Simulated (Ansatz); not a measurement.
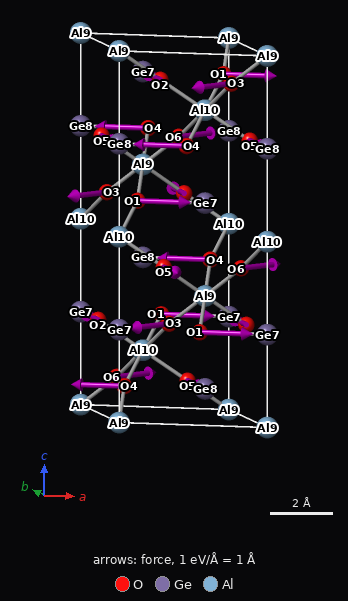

Starting geometry of solid AlGeO3 (a generated structure, set up in R-3c) with the computed forces as purple arrows. A ball-and-stick model of the conventional cell (3 times the calculation's cell), seen slightly off an axis. Lengths and directions refer to the drawn axes.

The start is a swapped structure.

These are results of DFT, PAW plane waves, PBE (Ansatz 0.2.0), not measurements.

Input file:
```yaml
crystal:
  lattice:
    - [2.484564, 1.434468, 4.031749]
    - [-2.484564, 1.434468, 4.031749]
    - [0.0, -2.868926, 4.031749]
  atoms:
    - { symbol: O, position: [0.7943, 0.7057, 0.25] }
    - { symbol: O, position: [0.25, 0.7943, 0.7057] }
    - { symbol: O, position: [0.7057, 0.25, 0.7943] }
    - { symbol: O, position: [0.2057, 0.2943, 0.75] }
    - { symbol: O, position: [0.75, 0.2057, 0.2943] }
    - { symbol: O, position: [0.2943, 0.75, 0.2057] }
    - { symbol: Ge, position: [0.25, 0.25, 0.25] }
    - { symbol: Ge, position: [0.75, 0.75, 0.75] }
    - { symbol: Al, position: [0.0, 0.0, 0.0] }
    - { symbol: Al, position: [0.5, 0.5, 0.5] }
  symmetry: { tolerance: 0.0003 }
kpoints:
  mp_grid: { grid: [5, 5, 5], shift: [0, 0, 0] }
magnetization:
  spin_polarized: false
scf:
  occupations: { method: fermi_dirac, width: 0.0328 }
  lower_state_search: "off"
hamiltonian:
  pseudopotentials: { kind: paw }
  xc: pbe
basis:
  ecutwfc: 420
  fft_grid_basis: typed
relax:
  max_steps: 40
output:
  forces: true
  stress: true
  eigenvalues: true
  bader: true
  populations: true
  elf: true
  write_potential: true
  volumetric_format: npy
  dos:
    e_range: [-12, 8]
    de: 0.05
    projected: { site_lists: { Al: [Al], Ge: [Ge], O: [O] } }
  write_density: true
checkpoint:
  read: saved_state
```

Command:
```bash
ansatz run input.yaml --threads 2 --pin off --max-ram 3584MiB --backend cpu --events-out ev --progress --plain --runs-dir out
```

Q: What follows when this structure is relaxed?

A: It isn't relaxed: the largest force vector, on O atoms, is 1.80 eV/Å. The atoms end up moving mostly along the starting forces (cosine between the two patterns 1.00). The largest moves, 0.31 Å, are those of O1, O2, O3, O4, O5 and O6. O1 goes along +a. Al and Ge stay in place. The lattice vectors keep their values. Among the contacts that change: O1–Ge7 2.264 → 1.950 Å, O1–Al10 1.767 → 1.833 Å. Among the angles between lasting bonds that change: Al9–O1–Al10 165.7° → 146.1°, Ge7–O1–Al9 97.2° → 107.0°. The space group stays R-3c (No. 167). The energy falls by 2.473 eV per cell of the calculation in 4 accepted moves (5 points after the start). Largest force component: 1.8 eV/Å at the start, 0.0029 eV/Å at the end. 1 step only repeated the SCF at the same geometry. Cost: 59 s on 2 threads of Arm Neoverse V1, on a shared host, peak memory 0.41 GiB.
